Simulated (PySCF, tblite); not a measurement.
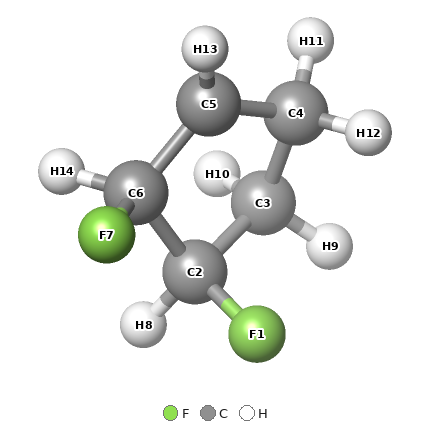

First-order isotropic EPR spectrum (fast tumbling, first derivative) of C₅H₇F₂, SMILES F[C@@H]1CC[CH][C@@H]1F, doublet at 9.50 GHz, Lorentzian lines of 0.17 mT full width at half height, from computed g and hyperfine couplings (B3LYP/pcH-1 with PySCF 2.14.0, at a GFN2-xTB geometry (a minimum by its frequencies), gas phase); values of one conformer, averaged over methyl-type rotors alone; other conformers aren't averaged in; no vibrational averaging; dilute isotopes left out. The SMILES is one Lewis form and needn't show where the spin sits.

> Give g and the hyperfine couplings.

g_iso = 2.0025, which centres the spectrum at 339.0 mT; it spans 20.8 mT.

```tsv
nuclei	isotope	a (mT)	a (MHz)
F7	¹⁹F	5.79	162.2
H12	¹H	5.14	144.0
H14	¹H	4.26	119.5
H11	¹H	3.23	90.6
H13	¹H	−2.21	−61.9
H10	¹H	−0.09	−2.5
F1	¹⁹F	0.05	1.4
H8	¹H	−0.04	−1.2
```

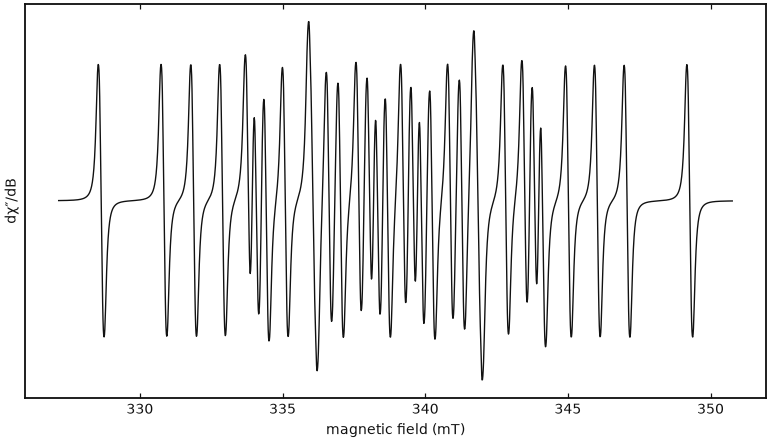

Caveats: the tight-binding geometry is rougher than a DFT one and adds to the error.
